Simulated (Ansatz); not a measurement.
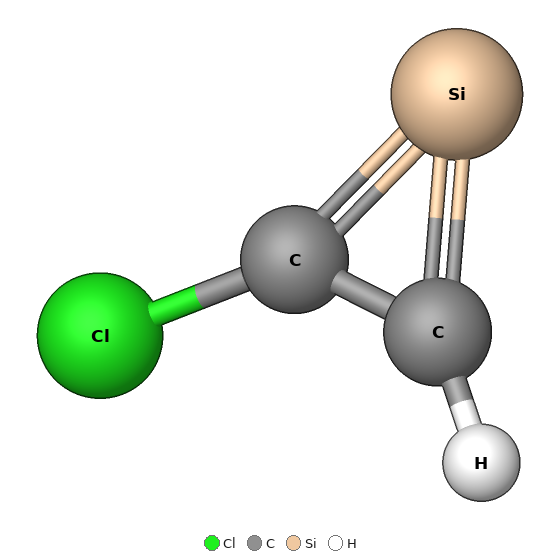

A ball-and-stick model of a molecule.

What does the picture show?

The molecule is C2HClSi. As SMILES it reads `ClC1=[Si]=C1`. Among its groups: C–Cl bond. The point group is Cs. All atoms lie on one plane.

The parts below concern this one geometry. Atoms keep their numbers from picture to picture. Computed geometry: PBE0-D4/def2-TZVP optimisation. No frequency run is at hand to confirm it as a minimum.

**Shape**

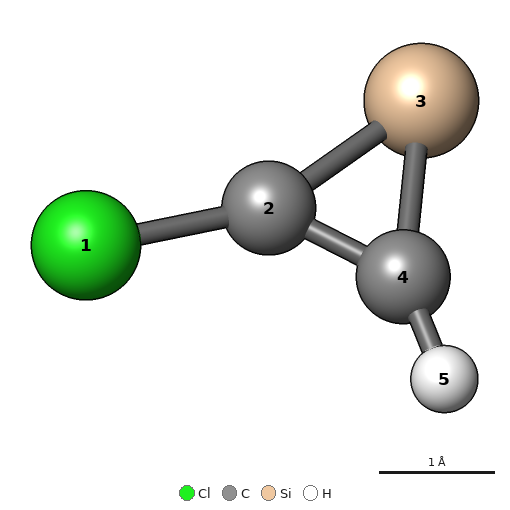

No frequency run is at hand to confirm it as a minimum.

Estimate the angles Cl1–C2–Si3, Cl1–C2–C4, Si3–C2–C4, C2–Si3–C4, C2–C4–Si3, C2–C4–H5, Si3–C4–H5.

```csv
angle,degrees
Cl1–C2–Si3,155.8
Cl1–C2–C4,135.2
Si3–C2–C4,69.0
C2–Si3–C4,42.9
C2–C4–Si3,68.1
C2–C4–H5,136.6
Si3–C4–H5,155.3
```

**Charges**

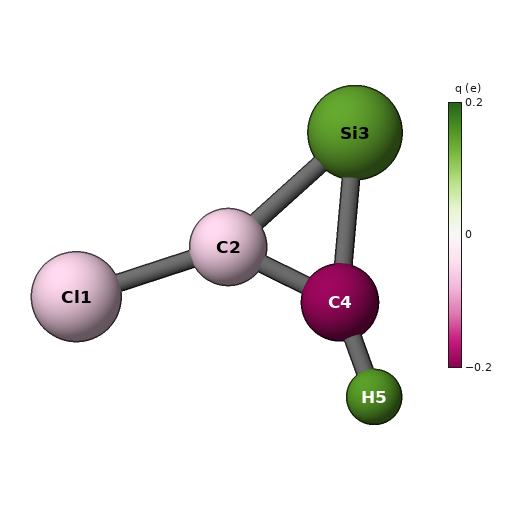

Atoms are coloured by their Mulliken charges. No frequency run is at hand to confirm it as a minimum. Properties computed with RKS PBE0-D4/def2-TZVP (Ansatz 0.2.0).

Which atom carries the highest charge (most positive or least negative)?

H5 (0.15 e).

And the lowest?

C4 (−0.19 e).

Give the Mulliken charges atom by atom.

```
atom  value (e)
 Cl1      −0.05
  C2      −0.05
 Si3       0.14
  C4      −0.19
  H5       0.15
```

**Electronic properties**

No frequency run is at hand to confirm it as a minimum. Level of theory: RKS PBE0-D4/def2-TZVPP (Ansatz 0.2.0).

Computed properties:

- HOMO energy (Kohn–Sham orbital): −7.13 eV
- LUMO energy (Kohn–Sham orbital): −1.79 eV
- HOMO–LUMO gap: 5.34 eV

**Dipole moment**

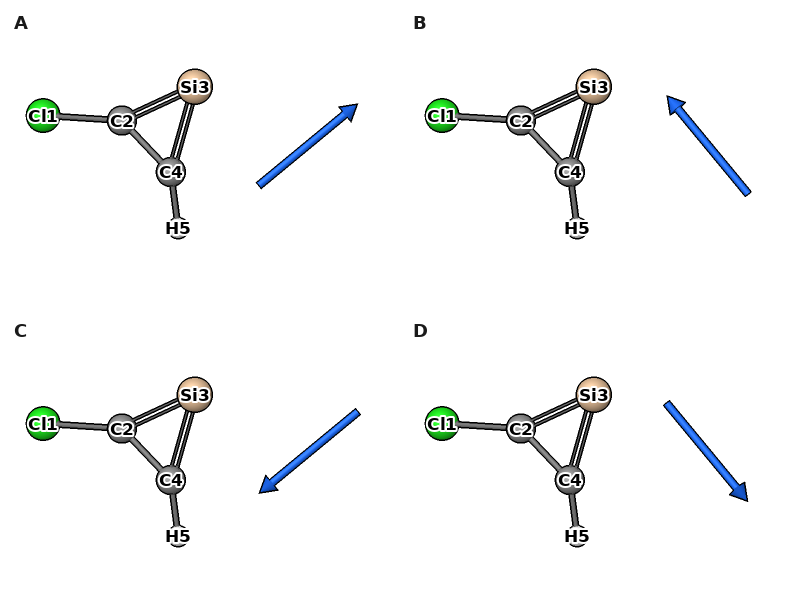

The same molecule four times, each with an arrow. No frequency run is at hand to confirm it as a minimum. Method: RKS PBE0-D4/def2-TZVP (Ansatz 0.2.0).

Which arrow points along the dipole moment, from the negative to the positive end?

D. The dipole moment is 0.99 D; it points from the side of Cl1 to the side of H5 (the outermost atoms at the two ends).

Mulliken values depend strongly on the basis set and can even reverse the polarity of a bond.
